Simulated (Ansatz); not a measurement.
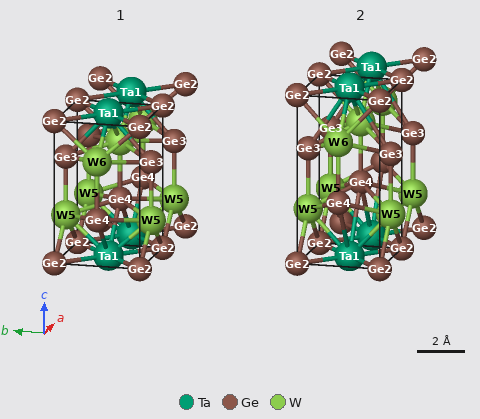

Two geometries of crystalline TaGe3W2 (a generated structure, set up in P-4m2) (coarse preliminary run), drawn at one scale. One is the start of a relaxation, the other its converged end. A ball-and-stick model of the cell of the calculation, repeated 2 × 1 × 1 with one cell outlined, seen from a free direction.

These are results of DFT PBE, scalar-relativistic, plane waves, PAW in Ansatz, not measurements. (plane-wave cutoff 420 eV; k-point mesh 4 × 4 × 4; occupations gaussian; smearing width 0.1 eV; no spin polarisation; cell and atoms relaxed; force threshold 0.04 eV/Å; at most 70 steps)

### Which of the two is the end point?

Structure 2 is the relaxed one. The energy falls by 1.481 eV per cell of the calculation in 7 accepted moves (9 points after the start). Largest force component: 3.5 eV/Å at the start, 0.023 eV/Å at the end. The pressure goes from 24.60 to −0.27 GPa. The SCF was repeated twice at an unchanged geometry on a basis and grid sized afresh for the cell, which shifted the energy by 33.5 meV per cell of the calculation at most. The largest moves relative to the cell, 0.40 Å, are those of Ge3 and Ge4. Ge4 goes along +c. By element the largest moves are Ge 0.40 Å, W 0.02 Å. Ta stays in place. Cell: a = b 3.839 → 3.714 Å (−3.3 %), c 6.387 → 7.564 Å (+18.4 %). Volume +10.8 %. Among the contacts that change: Ta1–Ge3 2.824 → 3.405 Å, Ta1–W5 2.568 → 2.729 Å, Ge2–W5 2.568 → 2.729 Å, Ge3–W5 2.609 → 2.710 Å. The space group stays P-4m2 (No. 115). The run took 87 s on 1 thread of Arm Neoverse V2 (shared host), peak memory 0.39 GiB.

Limits of the set-up: the k-point mesh is coarse for a cell with partly filled bands.
